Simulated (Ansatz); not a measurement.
# U-r2SCAN/6-31G(d) (spherical functions) run of CH4ClGeO (SMILES [CH3][Ge]([OH])[Cl])

What is the vertical ionisation energy of CH4ClGeO at U-r2SCAN/6-31G* (spherical functions)? 

The results are computed with Ansatz 0.2.0.

122 further runs of the same task are left out: 122 set aside as unsound or not needed.

## 1. The system as given

The species is CH4ClGeO (8 atoms), meant as a doublet with charge 0. As SMILES, `[CH3][Ge]([OH])[Cl]`. The shape is that of a PBE0-D4/def2-TZVP optimisation. This is one conformer, not always the lowest.

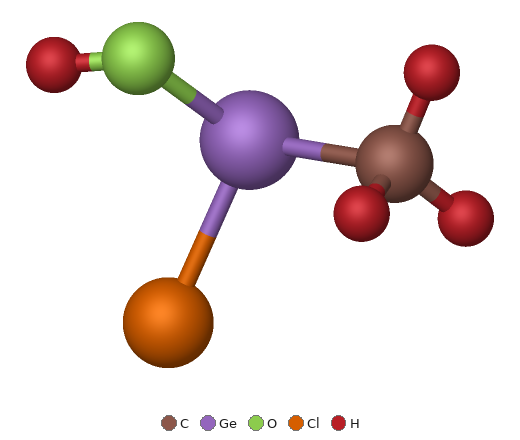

The structure, seen from a chosen angle (carbon brown, germanium purple, oxygen green, chlorine orange, hydrogen red).

## 2. A single-point energy at U-r2SCAN/6-31G(d) (spherical functions)

Contents of run.yaml:

```yaml
crystal:
  periodic: [false, false, false]
  atoms:
    - {symbol: C, position_ang: [0.070000, 1.235100, -0.045900]}
    - {symbol: Ge, position_ang: [-0.661500, -0.553500, 0.272700]}
    - {symbol: O, position_ang: [0.714600, -1.504600, 0.880000]}
    - {symbol: Cl, position_ang: [-1.247100, -1.432100, -1.639400]}
    - {symbol: H, position_ang: [0.419500, 1.652400, 0.898100]}
    - {symbol: H, position_ang: [0.906900, 1.122600, -0.737600]}
    - {symbol: H, position_ang: [-0.694800, 1.876200, -0.480900]}
    - {symbol: H, position_ang: [0.584600, -2.453200, 0.797100]}
basis:
  gaussian: {orbitals: 6-31G_st_-spherical.json}
magnetization: {spin_polarized: true, initial_magnetization: 1}
hamiltonian: {xc: {name: r2SCAN}}
accuracy: high
output: {orbitals: {seedname: orbitals}}
```

The basis set 6-31G* is read from a file made from the Basis Set Exchange's data (not shown).

The run is started by

```console
$ ansatz run run.yaml --threads 1 --pin off --max-ram 3480MiB --events-out events.jsonl --progress --plain --runs-dir runs
```

Log:

```text
Warning: RAYON_NUM_THREADS=1 ignored (pool sized by the plan → 1); use --threads N
Functional definition: r2SCAN
  name "r2SCAN"
  parameter k0 = 0.174
  parameter k1 = 0.065
  parameter a1 = 4.9479
  exchange = r2scan_x(k0 = k0, k1 = k1, a1 = a1)
  correlation = r2scan_c
1884 factors; integrals over basis functions are off by at most 7.8e-9 eV
mean field evaluation 1: about -72170.9043 eV, gradient 4.7e1 eV
mean field evaluation 2: about -72128.8928 eV, gradient 1.0e2 eV
mean field evaluation 4: about -72179.7166 eV, gradient 6.7e0 eV
mean field evaluation 8: about -72179.9288 eV, gradient 6.3e-1 eV
mean field evaluation 16: about -72179.9305 eV, gradient 2.1e-4 eV
mean field -72179.93052471 eV, -2652.5635214688 hartree, gradient 3.2e-8 eV, S^2 0.752939; 0 other end points of the search recorded, 0 dependent functions left out
reference -72179.93052729 eV, -2652.5635215638 hartree; 34, 33 occupied and 52, 53 virtual orbitals, 1884 factors
Total energy: -72179.93052729 eV, -2652.5635215638 hartree
```

It took 34 s on 1 thread of Arm Neoverse V2, shared host; peak memory 0.44 GiB.

## 3. The singlet cation at the same level

Contents of molecule.yaml:

```yaml
crystal:
  periodic: [false, false, false]
  atoms:
    - {symbol: C, position_ang: [0.070000, 1.235100, -0.045900]}
    - {symbol: Ge, position_ang: [-0.661500, -0.553500, 0.272700]}
    - {symbol: O, position_ang: [0.714600, -1.504600, 0.880000]}
    - {symbol: Cl, position_ang: [-1.247100, -1.432100, -1.639400]}
    - {symbol: H, position_ang: [0.419500, 1.652400, 0.898100]}
    - {symbol: H, position_ang: [0.906900, 1.122600, -0.737600]}
    - {symbol: H, position_ang: [-0.694800, 1.876200, -0.480900]}
    - {symbol: H, position_ang: [0.584600, -2.453200, 0.797100]}
basis:
  gaussian:
    orbitals: 6-31G_st_-spherical.json
total_charge: 1
hamiltonian:
  xc: r2scan
accuracy: high
output:
  orbitals: {seedname: orbitals}
```

The basis set 6-31G* is read from a file made from the Basis Set Exchange's data (not shown).

The run is started by

```console
$ ansatz run molecule.yaml --threads 1 --pin off --max-ram 3480MiB --events-out events.jsonl --progress --plain --runs-dir runs
```

Log:

```text
Warning: RAYON_NUM_THREADS=1 ignored (pool sized by the plan → 1); use --threads N
Functional definition: r2SCAN
  name "r2SCAN"
  parameter k0 = 0.174
  parameter k1 = 0.065
  parameter a1 = 4.9479
  exchange = r2scan_x(k0 = k0, k1 = k1, a1 = a1)
  correlation = r2scan_c
1882 factors; integrals over basis functions are off by at most 7.8e-9 eV
mean field evaluation 1: about -72154.1144 eV, gradient 9.1e1 eV
mean field evaluation 2: about -72039.7145 eV, gradient 2.1e2 eV
mean field evaluation 4: about -72169.5314 eV, gradient 2.7e1 eV
mean field evaluation 8: about -72171.5544 eV, gradient 4.9e-1 eV
mean field evaluation 16: about -72171.5509 eV, gradient 1.6e-4 eV
mean field -72171.55089203 eV, -2652.2555756480 hartree, gradient 3.6e-8 eV, S^2 0.000000; 0 other end points of the search recorded, 0 dependent functions left out
reference -72171.55089278 eV, -2652.2555756756 hartree; 33, 33 occupied and 53, 53 virtual orbitals, 1882 factors
Total energy: -72171.55089278 eV, -2652.2555756756 hartree
```

Wall time 17 s (1 thread of Arm Neoverse V2, shared host); peak memory 0.28 GiB.

## 4. What came out

Level: U-r2SCAN/6-31G* (spherical functions).

| quantity | value |
| --- | --- |
| doublet CH4ClGeO: total energy | -2652.56352 Eh |
| doublet CH4ClGeO: HOMO energy (highest over α and β) | -5.40 eV |
| doublet CH4ClGeO: LUMO energy (lowest over α and β) | -3.58 eV |
| doublet CH4ClGeO: ⟨S²⟩ | 0.753 |
| singlet cation: total energy | -2652.25558 Eh |
| singlet cation: HOMO energy | -13.57 eV |
| singlet cation: LUMO energy | -11.21 eV |
| singlet cation: HOMO–LUMO gap | 2.37 eV |
| vertical ionisation energy (to the singlet cation) | 8.380 eV |

In words: The vertical ionisation energy comes to 8.38 eV (809 kJ/mol). Only the singlet of the ionised species was computed; a triplet could lie lower.
